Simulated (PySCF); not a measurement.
# Ga³⁺: dipole response in def2-QZVPPD

How polarisable is Ga³⁺ at the levels listed below?

Method: unrestricted determinants in a Gaussian basis, no spin-orbit coupling in the energies. Code: PySCF 2.14.0.

## 1. Starting point

- Element: gallium (Z = 31)
- Basis: def2-QZVPPD (12s7p5d4f1g, 95 functions)
- Hamiltonian: the non-relativistic Hamiltonian (point nucleus)
- State 1: Ga³⁺: [Ar] 3d10, closed-shell 1S
- Methods: HSE06

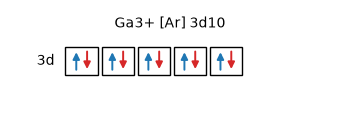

Outer shells as boxes.

The runs were made by one driver on top of PySCF. The scripts below sum up each run's settings (the driver also hands on starting orbitals that pick excited configurations, and frozen orbitals as a list rather than a count), and the logs come from the driver's own runs. The driver starts from symmetry-adapted Hartree-Fock orbitals, holds the occupation by maximum overlap and uses a logarithmic radial grid for functionals, so a plain start would take other cycles.

The integrals over 95 functions and the set-up took 3.2 s of CPU time.

## 2. Ga³⁺: HSE06

**HSE06**

input.py

```python
from pyscf import gto, scf, dft, mp, cc
import basis_set_exchange as bse
mol = gto.M(atom="Ga 0 0 0", charge=3, spin=0, symmetry="D2h",
            basis=gto.basis.parse(bse.get_basis("def2-QZVPPD", elements=["Ga"], fmt="nwchem")))
mf = dft.UKS(mol, xc="HSE06")
mf.irrep_nelec = {'Ag': (5, 5), 'B1g': (1, 1), 'B2g': (1, 1), 'B3g': (1, 1), 'B1u': (2, 2), 'B2u': (2, 2), 'B3u': (2, 2)}
mf.kernel()
```

Output:

```text
damping factor = 0
level_shift factor = 0
DIIS = <class 'pyscf.scf.diis.CDIIS'>
diis_start_cycle = 1
diis_space = 10
diis_damp = 0
SCF conv_tol = 1e-09
SCF conv_tol_grad = None
number electrons alpha = 14  beta = 14
XC functionals = HSE06
    J. Heyd, G. E. Scuseria, and M. Ernzerhof.,  J. Chem. Phys. 118, 8207 (2003)
    J. Heyd, G. E. Scuseria, and M. Ernzerhof.,  J. Chem. Phys. 124, 219906 (2006)
    A. V. Krukau, O. A. Vydrov, A. F. Izmaylov, and G. E. Scuseria.,  J. Chem. Phys. 125, 224106 (2006)
cycle= 1 E= -1922.49872574497  delta_E= -0.00472  |g|= 0.143  |ddm|= 0.0972
cycle= 2 E= -1922.49747766014  delta_E= 0.00125  |g|= 0.178  |ddm|= 0.0798
cycle= 3 E= -1922.50100064689  delta_E= -0.00352  |g|= 0.000451  |ddm|= 0.0443
cycle= 4 E= -1922.50100067408  delta_E= -2.72e-08  |g|= 5.3e-05  |ddm|= 0.000131
cycle= 5 E= -1922.50100067441  delta_E= -3.3e-10  |g|= 8.55e-07  |ddm|= 1.31e-05
converged SCF energy = -1922.50100067441  <S^2> = -2.1316282e-14  2S+1 = 1
```

CPU time 23 s on a shared host, the integrals not counted.

The occupied shells:

```csv
shell,electrons,mean orbital energy (eV),spread (eV),rms radius (bohr)
1s,2,-10180.9,0,0.0572
2s,2,-1285.7,0,0.240
2p,6,-1141.7,0,0.213
3s,2,-184.21,0,0.711
3p,6,-137.00,0,0.740
3d,10,-55.845,0,0.882
```

⟨S²⟩ = 0.000, ⟨L²⟩ = 0.00.

The driver then solved the coupled dipole response at imaginary frequencies: mean α = 1.340 bohr³, C₆ = 2.842 au for a like pair.

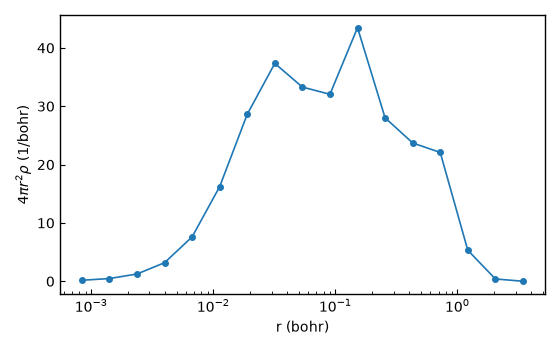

Radial density 4πr²ρ of Ga³⁺ at HSE06, at 17 stored radii joined by straight lines.

## 3. Polarisabilities and C₆

Ga³⁺, in atomic units:

| method | mean α | C₆ (like pair) | S(−4) |
| --- | --- | --- | --- |
| HSE06 | 1.340 | 2.842 | 0.5853 |

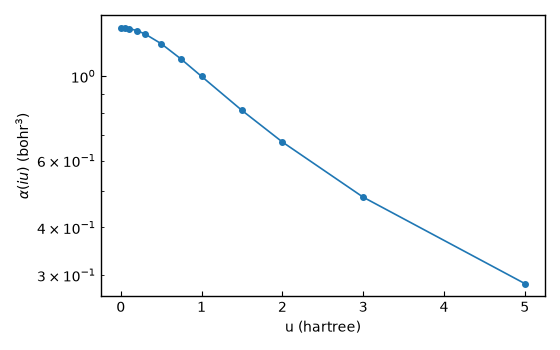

α(iu) of Ga³⁺, the polarisability at imaginary frequency, on a logarithmic scale.

## 4. Outcome

| quantity | value |
| --- | --- |
| α of Ga³⁺ | 1.340 (HSE06) bohr³ |

A single London oscillator with the computed α and C₆ of Ga³⁺ at HSE06 would have ω = 4 C₆ / (3 α²) = 2.11 hartree. All values hold for this basis alone; no basis-set limit was taken.
